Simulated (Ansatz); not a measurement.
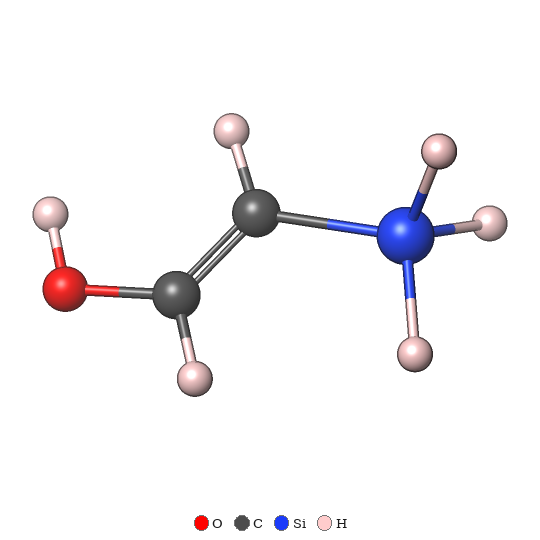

A ball-and-stick model of a molecule. Multiple sticks mark multiple bonds (one Kekulé form).

**Which formula does it have?**

C2H6OSi, 10 atoms: 2 carbon, 6 hydrogen, 1 oxygen and 1 silicon.

**Describe its rings.**

It has no ring.

**Name some functional groups or characteristic bonds that it holds.**

Among them: alkene, Si–H bond.

**Give the symmetry (Schoenflies symbol).**

Cs.

**How many atoms are distinct by symmetry?**

9: 1 O, 1 C, 1 C, 1 Si, 1 H, 1 H, 1 H, 2 H, 1 H.

More results for the same structure follow; atom numbers are the same in all pictures, views and colours differ. The geometry was computed by an optimisation with PBE0-D4/def2-TZVP.

## Geometry

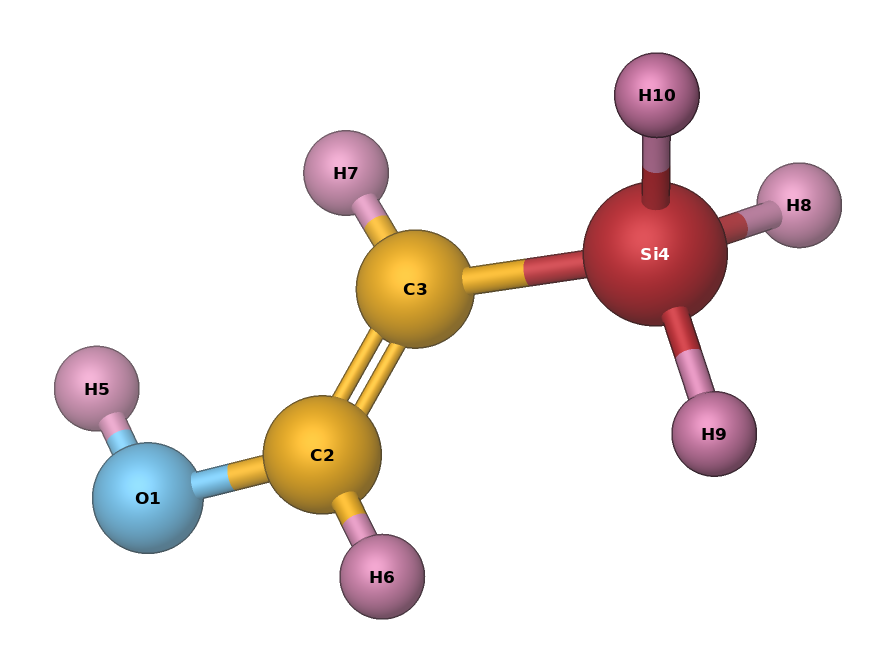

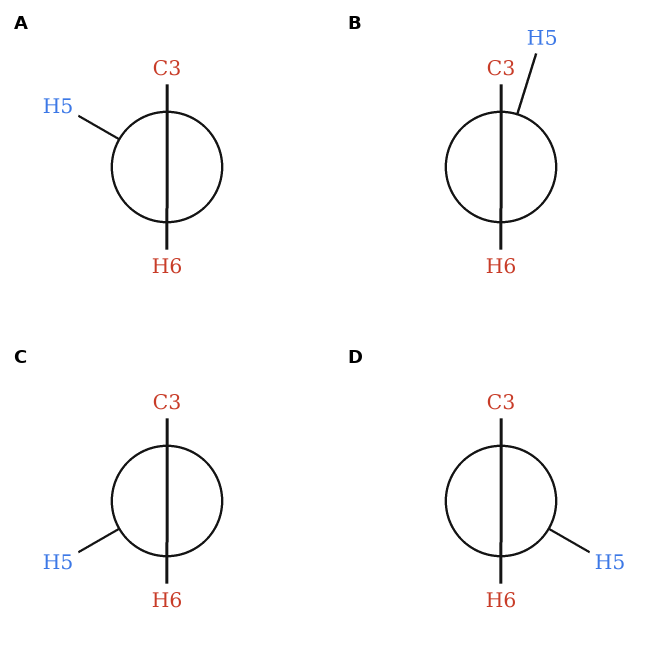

Atoms fade into the background with distance from the viewer. Bonds that would overlap in a projection are set slightly apart.

**Which Newman projection shows the view along C2–O1, with C2 in front?**

B. The torsion angle C3–C2–O1–H5 is 0°, synperiplanar (eclipsed).

## Charges

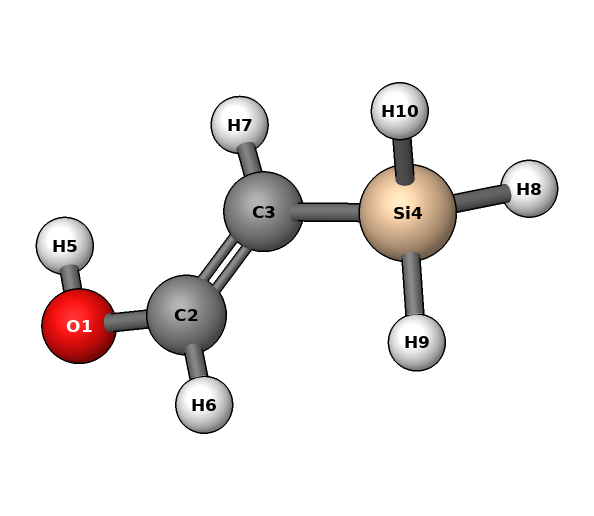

The questions are on Mulliken charges. Properties computed with RKS PBE0-D4/def2-TZVP (Ansatz 0.2.0).

**Which atom carries the highest charge (most positive or least negative)?**

H5 (0.32 e).

**And the lowest?**

O1 (−0.37 e).

Give the Mulliken charges atom by atom.

| atom | value (e) |
| --- | --- |
| O1 | −0.37 |
| C2 | 0.05 |
| C3 | −0.30 |
| Si4 | 0.17 |
| H5 | 0.32 |
| H6 | 0.13 |
| H7 | 0.11 |
| H8 | −0.03 |
| H9 | −0.03 |
| H10 | −0.03 |

## Vibrations

Harmonic vibrations computed with RKS PBE0-D4/def2-TZVP (Ansatz 0.2.0) at a stationary point of the same level.

**List the wavenumbers.**

24 modes: 145, 200, 206, 445, 516, 630, 658, 825, 838, 932, 932, 964, 1003, 1137, 1198, 1336, 1388, 1688, 2208, 2215, 2221, 3133, 3191, 3825 cm⁻¹.

## Electronic properties

Method: RKS PBE-D4/def2-TZVPP (Ansatz 0.2.0).

**Estimate the dipole moment.**

1.48 D.

**What is the HOMO–LUMO gap?**

5.05 eV.

**Estimate the dispersion correction.**

−16.7 kJ/mol.

**Give the HOMO energy (Kohn–Sham orbital) at this level.**

−5.90 eV.

Mulliken values depend strongly on the basis set and can even reverse the polarity of a bond.
